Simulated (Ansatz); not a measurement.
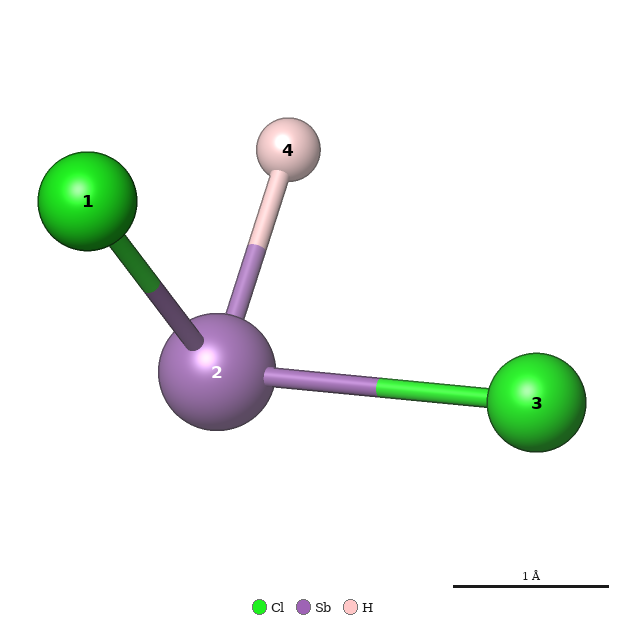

Simulated data, not a measurement (program: Ansatz).

Orthographic view. Atoms fade into the background with distance from the viewer. Geometry: moved along internal coordinates away from the minimum.

Write a Z-matrix (Å, degrees) in the order of the atom numbers, with these reference atoms: 2 to 1; 3 to 2, 1; 4 to 2, 1, 3.

```
Cl 
Sb   1   2.181
Cl   2   2.344   1    91.1
H    2   1.717   1    92.9   3   -93.4
```
